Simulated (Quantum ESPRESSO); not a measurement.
# Yb3InC: which magnetic order is lowest

Wanted: the moments of Yb3InC and the energy of each order that was tried.

Program: Quantum ESPRESSO 7.5. Level of theory: PBE with U = 4.8 eV on Yb f (atomic projectors); plane waves with SSSP 1.3 efficiency PBE potentials, no spin-orbit coupling. Results are calculated unless marked as measured.

## (1) The structure

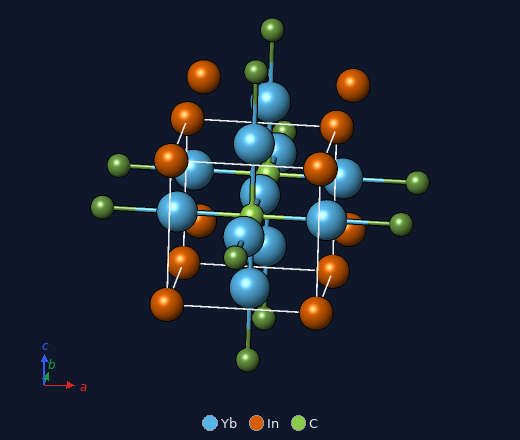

The cell as given, slightly off an axis (ytterbium blue, indium orange, carbon green). 1×2×1 cells are drawn. Some periodic images of atoms are drawn too.

As a file:

```cif
data_structure
_symmetry_space_group_name_H-M 'Pm-3m'
_symmetry_Int_Tables_number 221
_cell_length_a 5.0632
_cell_length_b 5.0632
_cell_length_c 5.0632
_cell_angle_alpha 90.000
_cell_angle_beta 90.000
_cell_angle_gamma 90.000
_cell_volume 129.80
loop_
_atom_site_label
_atom_site_type_symbol
_atom_site_symmetry_multiplicity
_atom_site_Wyckoff_symbol
_atom_site_fract_x
_atom_site_fract_y
_atom_site_fract_z
_atom_site_occupancy
Yb1 Yb 3 c 0.50000 0.00000 0.50000 1
In1 In 1 a 0.00000 0.00000 0.00000 1
C1 C 1 b 0.50000 0.50000 0.50000 1
```

The cell comes from Materials Project 2023-11-01, a database of computed structures, and need not be the stable phase.

## (2) Run 1 (ferro +++)

The signs are those of the starting moments on the seeded atoms, the atoms that are given a moment.

pw.in

```
&CONTROL
  calculation = 'scf'
  prefix = 'pwscf'
  outdir = './tmp'
  pseudo_dir = './pseudo'
  disk_io = 'nowf'
  tprnfor = .true.
  tstress = .true.
/
&SYSTEM
  ibrav = 0
  celldm(1) = 8
  nat = 5
  ntyp = 3
  ecutwfc = 50
  ecutrho = 400
  nbnd = 57
  occupations = 'smearing'
  smearing = 'fd'
  degauss = 0.00367493
  nspin = 2
  starting_magnetization(1) = 0.0417
  starting_magnetization(2) = 0
  starting_magnetization(3) = 0
/
&ELECTRONS
  conv_thr = 1d-08
  electron_maxstep = 150
  mixing_beta = 0.3
/
ATOMIC_SPECIES
Yb    173.0540 Yb.paw.z_24.atompaw.wentzcovitch.v1.2.upf
In    114.8180 In.pbe-dn-rrkjus_psl.0.2.2.UPF
C      12.0110 C.pbe-n-kjpaw_psl.1.0.0.UPF
CELL_PARAMETERS alat
   1.1960187664166    0.0000000000000    0.0000000000000
   0.0000000000000    1.1960187664166    0.0000000000000
   0.0000000000000    0.0000000000000    1.1960187664166
ATOMIC_POSITIONS crystal
Yb      0.5000000000    0.0000000000    0.5000000000
Yb      0.5000000000    0.5000000000    0.0000000000
Yb      0.0000000000    0.5000000000    0.5000000000
In      0.0000000000    0.0000000000    0.0000000000
C       0.5000000000    0.5000000000    0.5000000000
K_POINTS automatic
6 6 6 0 0 0
HUBBARD {atomic}
U Yb-4f 4.8000
```

The run is started by

```sh
OMP_NUM_THREADS=1 mpirun -n 4 pw.x -nk 4 -in pw.in > pw.out
```

Log:

```text
Program PWSCF v.7.5 starts

     file Yb.paw.z_24.atompaw.wentzcovitch.v1.2.upf: wavefunction(s)  6S 0P 5D 0D 4F 0F renormalized
     file In.pbe-dn-rrkjus_psl.0.2.2.UPF: wavefunction(s)  5S renormalized
     file C.pbe-n-kjpaw_psl.1.0.0.UPF: wavefunction(s)  2S 2P renormalized
     Message from routine setup:
     using ibrav=0 with symmetry is DISCOURAGED, use correct ibrav instead

     K-points division:     npool     =       4
     Subspace diagonalization in iterative solution of the eigenvalue problem:

     G-vector sticks info
     --------------------
     sticks:   dense  smooth     PW     G-vecs:    dense   smooth      PW
     Sum        2917    1457    421               118265    41851    6619

     Using Slab Decomposition

     bravais-lattice index     =            0
     lattice parameter (alat)  =       8.0000  a.u.
     unit-cell volume          =     875.9593 (a.u.)^3
     number of atoms/cell      =            5
     number of atomic types    =            3
     number of electrons       =        89.00
     number of Kohn-Sham states=           57
     kinetic-energy cutoff     =      50.0000  Ry
     charge density cutoff     =     400.0000  Ry
     scf convergence threshold =      1.0E-08
     mixing beta               =       0.3000
     number of iterations used =            8  plain     mixing
     Exchange-correlation= SLA  PW   PBX  PBC
                           (   1   4   3   4   0   0   0)
     Hubbard projectors: atomic
     Hubbard parameters of DFT+U (Dudarev formulation) in eV:
     U(Yb-4f) =  4.8000

     Internal variables: lda_plus_u =T, lda_plus_u_kind = 0

     Internal variables: orbital_resolved =F, hub_pot_fix =F, apply_U = F

     celldm(1)=   8.000000  celldm(2)=   0.000000  celldm(3)=   0.000000
     celldm(4)=   0.000000  celldm(5)=   0.000000  celldm(6)=   0.000000

     crystal axes: (cart. coord. in units of alat)
               a(1) = (   1.196019   0.000000   0.000000 )
               a(2) = (   0.000000   1.196019   0.000000 )
               a(3) = (   0.000000   0.000000   1.196019 )

     reciprocal axes: (cart. coord. in units 2 pi/alat)
               b(1) = (  0.836107  0.000000  0.000000 )
               b(2) = (  0.000000  0.836107  0.000000 )
               b(3) = (  0.000000  0.000000  0.836107 )

     PseudoPot. # 1 for Yb read from file:
     Yb.paw.z_24.atompaw.wentzcovitch.v1.2.upf
     Pseudo is Projector augmented-wave + core cor, Zval = 24.0
     Generated using ATOMPAW code
     Shape of augmentation charge: BESSEL
     Using radial grid of 1117 points,  8 beta functions with:
                l(1) =   0
                l(2) =   0
                l(3) =   1
                l(4) =   1
                l(5) =   2
                l(6) =   2
                l(7) =   3
                l(8) =   3
     Q(r) pseudized with 0 coefficients

     PseudoPot. # 2 for In read from file:
     In.pbe-dn-rrkjus_psl.0.2.2.UPF
     Pseudo is Ultrasoft + core correction, Zval = 13.0
     Generated using "atomic" code by A. Dal Corso  v.5.0.99 svn rev. 10869
     Using radial grid of 1241 points,  6 beta functions with:
                l(1) =   0
                l(2) =   0
                l(3) =   1
                l(4) =   1
                l(5) =   2
                l(6) =   2
     Q(r) pseudized with 0 coefficients

     PseudoPot. # 3 for C  read from file:
     C.pbe-n-kjpaw_psl.1.0.0.UPF
     Pseudo is Projector augmented-wave + core cor, Zval =  4.0
     Generated using "atomic" code by A. Dal Corso  v.5.1
     Shape of augmentation charge: PSQ
     Using radial grid of 1073 points,  4 beta functions with:
                l(1) =   0
                l(2) =   0
                l(3) =   1
                l(4) =   1
     Q(r) pseudized with 0 coefficients

     atomic species   valence    mass     pseudopotential
     Yb               24.00   173.05400     Yb( 1.00)
     In               13.00   114.81800     In( 1.00)
     C                 4.00    12.01100     C ( 1.00)

     Starting magnetic structure
     atomic species   magnetization
     Yb              0.042
     In              0.000
     C               0.000

     48 Sym. Ops., with inversion, found

   Cartesian axes

     site n.     atom                  positions (alat units)
         1        Yb     tau(   1) = (   0.5980094   0.0000000   0.5980094  )
         2        Yb     tau(   2) = (   0.5980094   0.5980094   0.0000000  )
         3        Yb     tau(   3) = (   0.0000000   0.5980094   0.5980094  )
         4        In     tau(   4) = (   0.0000000   0.0000000   0.0000000  )
         5        C      tau(   5) = (   0.5980094   0.5980094   0.5980094  )

     number of k points=    20  Fermi-Dirac smearing, width (Ry)=  0.0037
                       cart. coord. in units 2pi/alat
        k(    1) = (   0.0000000   0.0000000   0.0000000), wk =   0.0046296
        k(    2) = (   0.0000000   0.0000000   0.1393512), wk =   0.0277778
        k(    3) = (   0.0000000   0.0000000   0.2787024), wk =   0.0277778
        k(    4) = (   0.0000000   0.0000000  -0.4180536), wk =   0.0138889
        k(    5) = (   0.0000000   0.1393512   0.1393512), wk =   0.0555556
        [... 15 further k-points ...]

     Dense  grid:   118265 G-vectors     FFT dimensions: (  64,  64,  64)

     Smooth grid:    41851 G-vectors     FFT dimensions: (  45,  45,  45)

     Check: negative core charge=   -0.000001
     Generating pointlists ...
     new r_m :   0.2467 (alat units)  1.9734 (a.u.) for type    1
     new r_m :   0.3489 (alat units)  2.7909 (a.u.) for type    2
     new r_m :   0.2467 (alat units)  1.9734 (a.u.) for type    3

     Initial potential from superposition of free atoms

     starting charge      88.9842, renormalised to      89.0000

     STARTING HUBBARD OCCUPATIONS:

     =================== HUBBARD OCCUPATIONS ===================
     ------------------------ ATOM    1 ------------------------
     Tr[ns(  1)] (up, down, total) =   7.00000  6.00000 13.00000
     Atomic magnetic moment for atom   1 =   1.00000
     [... lines left out ...]
     ------------------------ ATOM    2 ------------------------
     Tr[ns(  2)] (up, down, total) =   7.00000  6.00000 13.00000
     Atomic magnetic moment for atom   2 =   1.00000
     [... lines left out ...]
     ------------------------ ATOM    3 ------------------------
     Tr[ns(  3)] (up, down, total) =   7.00000  6.00000 13.00000
     Atomic magnetic moment for atom   3 =   1.00000
     [... lines left out ...]
     Number of occupied Hubbard levels =   39.0000

     Atomic wfc used for Hubbard projectors are NOT orthogonalized

     Starting wfcs are  109 randomized atomic wfcs
     Checking if some PAW data can be deallocated...

     Self-consistent Calculation

     iteration #  1     ecut=    50.00 Ry     beta= 0.30
     Davidson diagonalization with overlap
     ethr =  1.00E-02,  avg # of iterations =  2.1

     =================== HUBBARD OCCUPATIONS ===================
     ------------------------ ATOM    1 ------------------------
     Tr[ns(  1)] (up, down, total) =   7.01174  7.01066 14.02241
     Atomic magnetic moment for atom   1 =   0.00108
     [... lines left out ...]
     ------------------------ ATOM    2 ------------------------
     Tr[ns(  2)] (up, down, total) =   7.01174  7.01066 14.02241
     Atomic magnetic moment for atom   2 =   0.00108
     [... lines left out ...]
     ------------------------ ATOM    3 ------------------------
     Tr[ns(  3)] (up, down, total) =   7.01174  7.01066 14.02241
     Atomic magnetic moment for atom   3 =   0.00108
     [... lines left out ...]
     Number of occupied Hubbard levels =   42.0672

     total energy              =   -3195.71630632 Ry
     estimated scf accuracy    <       2.60813586 Ry

     total magnetization       =     0.21 Bohr mag/cell
     absolute magnetization    =     0.24 Bohr mag/cell

     iteration #  2     ecut=    50.00 Ry     beta= 0.30
     Davidson diagonalization with overlap
     ethr =  2.93E-03,  avg # of iterations =  2.4

     total energy              =   -3196.27378980 Ry
     estimated scf accuracy    <       0.99195428 Ry

     total magnetization       =     1.29 Bohr mag/cell
     absolute magnetization    =     1.30 Bohr mag/cell

     iteration #  3     ecut=    50.00 Ry     beta= 0.30
     Davidson diagonalization with overlap
     ethr =  1.11E-03,  avg # of iterations =  1.6

     total energy              =   -3196.52479174 Ry
     estimated scf accuracy    <       0.24630381 Ry

     total magnetization       =     0.19 Bohr mag/cell
     absolute magnetization    =     0.19 Bohr mag/cell

     [... further iterations left out ...]

     iteration # 19     ecut=    50.00 Ry     beta= 0.30
     Davidson diagonalization with overlap
     ethr =  6.20E-10,  avg # of iterations =  4.3

     total energy              =   -3196.53077233 Ry
     estimated scf accuracy    <       0.00000045 Ry

     total magnetization       =     0.04 Bohr mag/cell
     absolute magnetization    =     0.04 Bohr mag/cell

     iteration # 20     ecut=    50.00 Ry     beta= 0.30
     Davidson diagonalization with overlap
     ethr =  5.03E-10,  avg # of iterations =  2.6

     total energy              =   -3196.53077314 Ry
     estimated scf accuracy    <       0.00000004 Ry

     total magnetization       =     0.03 Bohr mag/cell
     absolute magnetization    =     0.03 Bohr mag/cell

     iteration # 21     ecut=    50.00 Ry     beta= 0.30
     Davidson diagonalization with overlap
     ethr =  4.92E-11,  avg # of iterations =  5.8

     total energy              =   -3196.53077373 Ry
     estimated scf accuracy    <       0.00000003 Ry

     total magnetization       =     0.02 Bohr mag/cell
     absolute magnetization    =     0.02 Bohr mag/cell

     iteration # 22     ecut=    50.00 Ry     beta= 0.30
     Davidson diagonalization with overlap
     ethr =  3.83E-11,  avg # of iterations =  2.7

     Magnetic moment per site  (integrated on atomic sphere of radius R)
     atom   1 (R=0.247)  charge= 21.1807  magn=  0.0010
     atom   2 (R=0.247)  charge= 21.1807  magn=  0.0010
     atom   3 (R=0.247)  charge= 21.1807  magn=  0.0010
     atom   4 (R=0.349)  charge= 12.2515  magn=  0.0036
     atom   5 (R=0.247)  charge=  3.9661  magn=  0.0019

     End of self-consistent calculation

     =================== HUBBARD OCCUPATIONS ===================
     ------------------------ ATOM    1 ------------------------
     Tr[ns(  1)] (up, down, total) =   6.90357  6.90302 13.80659
     Atomic magnetic moment for atom   1 =   0.00055
     [... lines left out ...]
     ------------------------ ATOM    2 ------------------------
     Tr[ns(  2)] (up, down, total) =   6.90357  6.90302 13.80659
     Atomic magnetic moment for atom   2 =   0.00055
     [... lines left out ...]
     ------------------------ ATOM    3 ------------------------
     Tr[ns(  3)] (up, down, total) =   6.90357  6.90302 13.80659
     Atomic magnetic moment for atom   3 =   0.00055
     [... lines left out ...]
     Number of occupied Hubbard levels =   41.4198

     [... lines left out ...]
     the Fermi energy is    11.2231 ev

!    total energy              =   -3196.53077383 Ry
     estimated scf accuracy    <          7.4E-09 Ry
     smearing contrib. (-TS)   =      -0.00516159 Ry
     internal energy E=F+TS    =   -3196.52561223 Ry

     The total energy is F=E-TS. E is the sum of the following terms:
     one-electron contribution =   -1224.70642601 Ry
     hartree contribution      =     565.85083616 Ry
     xc contribution           =    -167.33162120 Ry
     ewald contribution        =    -906.13995682 Ry
     Hubbard energy            =       0.10054557 Ry
     one-center paw contrib.   =   -1464.29898993 Ry

     total magnetization       =     0.02 Bohr mag/cell
     absolute magnetization    =     0.02 Bohr mag/cell

     convergence has been achieved in  22 iterations

     Forces acting on atoms (cartesian axes, Ry/au):

     atom    1 type  1   force =     0.00000000    0.00000000    0.00000000
     atom    2 type  1   force =     0.00000000    0.00000000    0.00000000
     atom    3 type  1   force =     0.00000000    0.00000000    0.00000000
     atom    4 type  2   force =     0.00000000    0.00000000    0.00000000
     atom    5 type  3   force =     0.00000000    0.00000000    0.00000000

     Total force =     0.000000     Total SCF correction =     0.000000

     Computing stress (Cartesian axis) and pressure

          total   stress  (Ry/bohr**3)                   (kbar)     P=       -5.19
  -0.00003525   0.00000000   0.00000000           -5.19        0.00        0.00
   0.00000000  -0.00003525   0.00000000            0.00       -5.19        0.00
   0.00000000   0.00000000  -0.00003525            0.00        0.00       -5.19

=------------------------------------------------------------------------------=
   JOB DONE.
=------------------------------------------------------------------------------=
```

The job ended after 2.8 min (4 MPI ranks of AMD EPYC 7R13 (Zen 3), shared host; peak memory 1.9 GiB; 11 min of CPU time).

Spin moment in the atom's sphere by atom:

| atom | spin moment in the atom's sphere (μB) |
| --- | --- |
| Yb1 | 0.0010 |
| Yb2 | 0.0010 |
| Yb3 | 0.0010 |
| In4 | 0.0036 |
| C5 | 0.0019 |

Numbers from this step:

* smearing term TS: 0.07023 eV
* pressure: -0.5185 GPa
* magnetization: 0.016 μB
* absolute magnetization: 0.016 μB
* final state: non-magnetic

[end of part 1 of 2]

[Logs and program files are shortened in this print: banners, set-up blocks, solver, clock and traceback lines can be left out without a mark of their own.]

[Logs are printed without paths, hosts, clocks, repeated set-up lines and the standing remarks that a program may print on its own settings, such as how far it seeks lower states.]

[Hosts, paths, dates, database ids (printed as entryN), source tags and the programs' standing remarks are cut or masked in the printed files.]

[Where a cell is said to come from a database of computed structures, the database is the Materials Project.]
